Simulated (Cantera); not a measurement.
Input: 1 mol ZrO2, 0.69 mol H2, held at 1.00 bar.

Method: chemical equilibrium by Gibbs-energy minimisation in Cantera with the NASA 1993 tables (ideal gas, pure condensed phases). Candidate condensed phases: H2O, Zr, ZrO2; 12 gas species. Rates play no part.

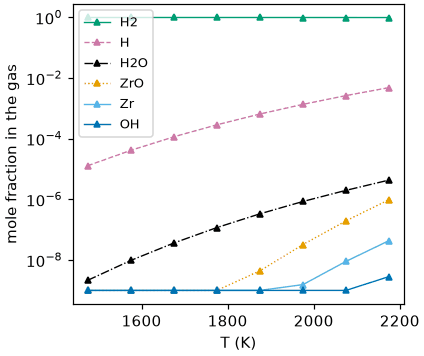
Equilibrium gas composition (values under 1e-9 drawn at 1e-9)

At 1475 K the condensed part is ZrO2(monoclinic). From 1575 K to 2175 K the condensed part is ZrO2(tetragonal).
